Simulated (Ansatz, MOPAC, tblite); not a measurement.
Bond stretch in MgN (cation, charge +1), lowest singlet found (which spin is the ground state isn't settled by this scan).

Methods: FCI = full CI/aug-cc-pVDZ, frozen core (Ansatz, a quantum-chemistry and plane-wave program); GFN2-xTB, 300 K electronic temperature (tblite); RCCSD(T) = CCSD(T) on RHF/aug-cc-pVDZ, frozen core in Ansatz; PM6, restricted, heats of formation (MOPAC).

Energies are in kcal/mol, each relative to the lowest point of its own curve between 1.76 and 2.38 Å, where full CI is lowest.

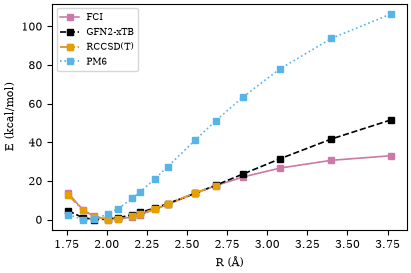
Figure. Energy against bond length for each method.

```
R / Å   FCI  GFN2-xTB  RCCSD(T)    PM6
-----  ----  --------  --------  -----
1.76   13.5       4.5      12.9    2.5
1.85    5.1       1.0       4.8    0.0
1.92    1.7       0.0       1.5    0.3
2.01    0.0       0.2       0.0    2.8
2.07    0.1       0.9       0.2    5.6
2.16    1.4       2.5       1.6   11.0
2.21    2.6       3.6       2.9   14.4
2.30    5.2       6.0       5.6   21.0
2.38    7.8       8.2       8.2   27.3
2.55   13.5      13.5      13.7   41.0
2.68   17.5      17.8      17.6   51.2
2.85   22.0      23.6         —   63.5
3.08   26.6      31.4         —   78.0
3.40   30.6      41.7         —   93.7
3.77   33.0      51.5         —  106.4
```

At the longest distance, 3.77 Å, PM6 lies highest above its minimum (106.4 kcal/mol) and FCI lowest (33.0 kcal/mol).

Dashes: no converged value, or the column stops at the first point that the program doubted or that broke a chosen test of continuity, which isn't proof of a fault.

The scan ran from 1.52 to 7.14 Å; beyond the distances shown full CI changes its symmetry label. Also computed but left out beside FCI, since their determinant holds another spin at the minimum (<S²> over 0.7 above the pure value): UHF, UMP2, UCCSD, UCCSD(T), UKS-PBE, UKS-CAM-B3LYP, UKS-B3LYP/6-31G*, UKS-BP86/6-31G*, UMP2/3-21G, UKS-M06-2X/6-31G*. The T1 diagnostic of CCSD on the restricted reference of RCCSD(T) exceeds 0.045 at 3.08 to 3.77 Å. The restricted form behind PM6 keeps the bonding electrons paired and can't separate into open-shell fragments.
